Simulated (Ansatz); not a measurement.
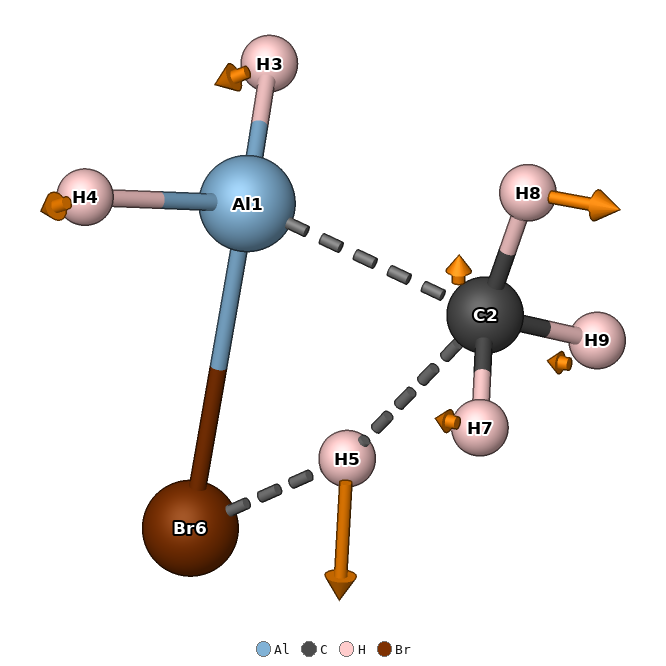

The arrows show one normal mode. Broken sticks mark bonds that form or break. Harmonic vibrations computed with RKS PBE0-D4/def2-TZVP (Ansatz 0.2.0) at a stationary point of the same level. It is a saddle point of order 1.

**At what wavenumber does it lie?**

384i cm⁻¹; it is mode 1 of 21 counted from the lowest. It is the reaction coordinate: C2–H5 forms (1.77 Å), Al1–C2 breaks (2.02 Å), H5–Br6 breaks (1.53 Å), or the reverse.
